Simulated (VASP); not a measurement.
Energy against volume of CsBr (CsCl type). Computed with revPBE GGA, VASP's PBE PAW potentials (set 64) (plane waves; VASP 6.6.1).

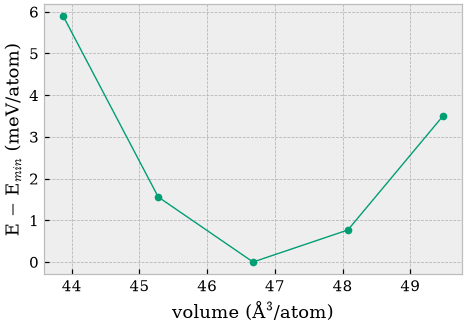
Figure: Energy against volume

**Question.** Estimate the equilibrium volume and the bulk modulus.

**Answer.** The minimum lies near 46.9 Å³/atom, and the curvature gives B0 of about 8.7 GPa.

The compound is CsBr in the CsCl type structure. It was relaxed first, which changed the volume by +19 %.
